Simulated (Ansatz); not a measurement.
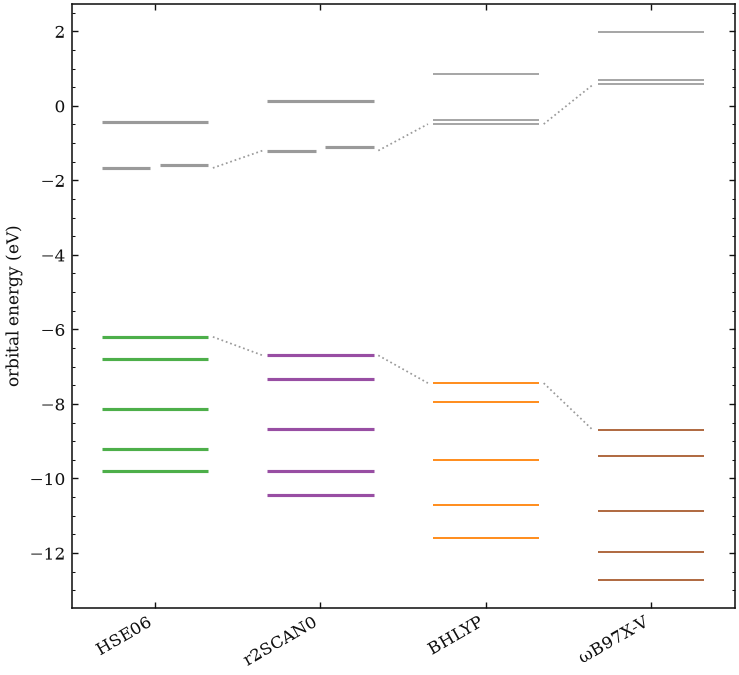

Frontier orbital energies of CH₅AlBP, SMILES [PH2][Al]1[BH][CH2]1, singlet at one geometry, def2-TZVPP, the Ansatz code, at a PBE0-D4/def2-TZVP geometry (a minimum by its frequencies). Empty levels are grey, levels within 0.1 eV stand side by side; all columns show the same few orbitals around the gap. Dotted lines join the HOMOs and the LUMOs.

Question: How do the frontier levels move from column to column?

Answer: The separation grows from 4.53 eV (HSE06) to 9.29 eV (ωB97X-V).

| level | HOMO (eV) | LUMO (eV) | separation (eV) |
| --- | --- | --- | --- |
| HSE06 | −6.20 | −1.67 | 4.53 |
| r2SCAN0 | −6.70 | −1.20 | 5.49 |
| BHLYP | −7.44 | −0.49 | 6.95 |
| ωB97X-V | −8.71 | 0.57 | 9.29 |

Limits of at least one run: empty levels above zero depend strongly on the basis.
